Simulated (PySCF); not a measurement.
## A study: H3P, SMILES `P`

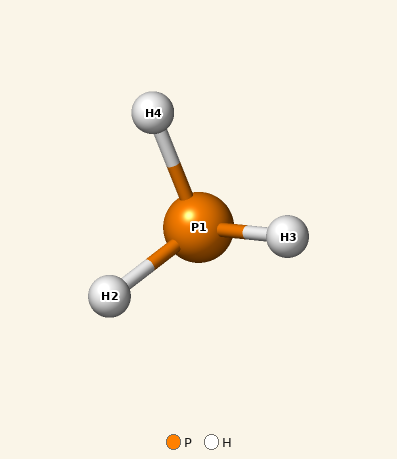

The molecule, with its atoms numbered as below. No frequency check shows the geometry to be a minimum.

Cartesian coordinates (Å):

```
P1      -0.0000    0.0000    0.1280
H2      -1.0996    0.3515   -0.6405
H3       0.8545    0.7766   -0.6401
H4       0.2456   -1.1281   -0.6402
```

### 1. Bonding charge

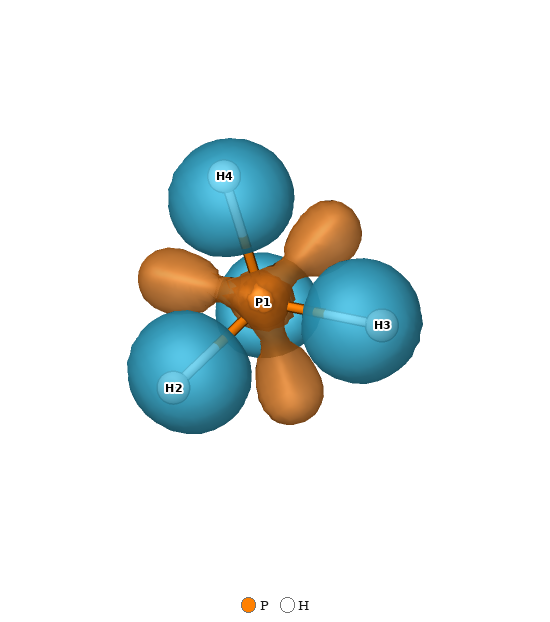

Deformation density (molecule less spherical, spin-averaged free atoms at the same positions), surfaces at ±0.08 e/Å³; light blue: gain, orange: loss.

Method: BP86/def2-SVP; geometry: GFN2-xTB; program: PySCF.

Question: Describe the bonding that the map shows.

Answer: P1–H2, P1–H4 and P1–H3: +0.16 e/Å³ at the bond critical point (bond length 1.39 Å, Mayer order 1.0). In all, 0.8 electrons gather in the regions of gain relative to the promolecule.

Question: Where do the Hirshfeld charges lie?

Answer: The highest Hirshfeld charge is on P1 (+0.04 e), the lowest on H2, H3 and H4 (−0.01 e).

### 2. Local ionisation energy

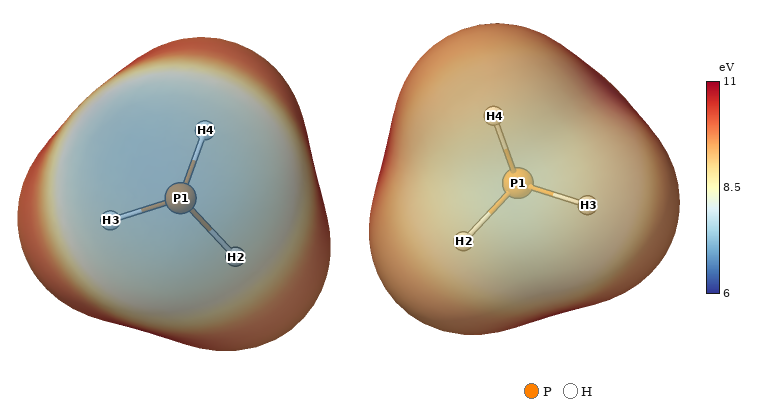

Average local ionisation energy on the surface of electron density 0.001 a.u. (back view left, front view right).

Question: Where are the most loosely bound electrons on this surface?

Answer: The lowest value is 6.8 eV, 2.3 Å from P1. Further minima include 8.4 eV, near H3 (1.82 Å), H4 (1.93 Å) and H2 (1.94 Å), over P1 (2.3 Å). For comparison, the highest occupied orbital lies at −6.7 eV.

Question: What volume does the surface enclose, and what is the dipole moment?

Answer: About 55 Å³; the dipole moment is 0.9 D.

### 3. In an electric field

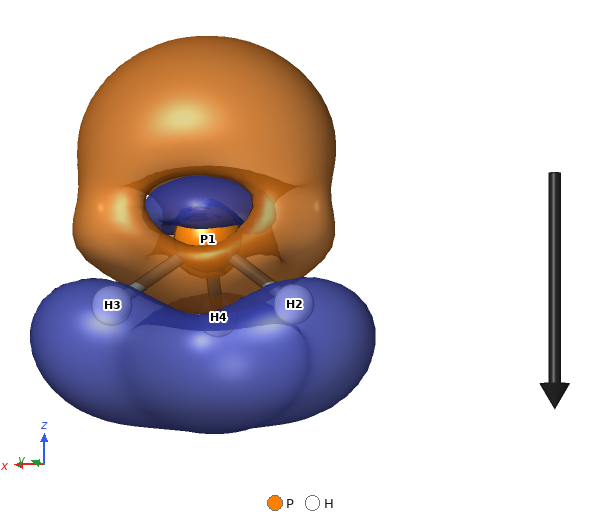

Change of the electron density in a uniform field of 0.21 V/Å along −z (arrow), surfaces at ±0.0008 e/Å³ (orange: gain, blue: loss).

Level of theory: PBE0/aug-cc-pVDZ (PySCF), at a geometry from GFN2-xTB.

The field was applied in both directions; the picture shows the one opposite to the script's first.

Question: How large is the response?

Answer: The induced dipole is 0.31 D (along the field); α along this axis, from the fields in both directions, is 30 bohr³ (4.5 Å³).

### 4. Localised orbitals

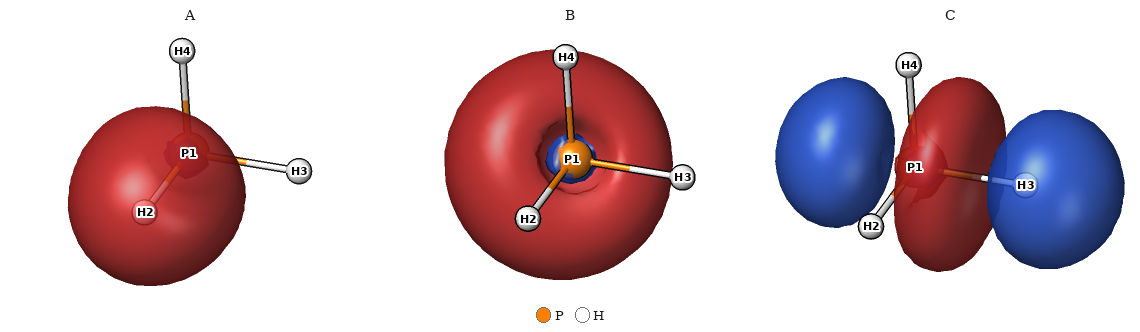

Intrinsic bond orbitals (IBO), occupied and valence-virtual; each surface holds about 80 % of the orbital's density. Energies are diagonal elements of the Fock matrix.

PySCF calculation, LDA (SVWN)/def2-SVPD, gas phase; geometry: GFN2-xTB.

Question: What does each orbital represent in a Lewis picture?

Answer: By panel:
- A: σ bond P1–H2 (P1 51 %, H2 49 %; −11.2 eV)
- B: lone pair on P1 (sp1-type) (P1 100 %; −8.3 eV)
- C: σ* orbital H3–P1 (H3 51 %, P1 49 %; 3.5 eV)

The PySCF runs shown took 2.1 s, 4.3 s and 1.6 s on 1 thread of Arm Neoverse V1, on a shared host.
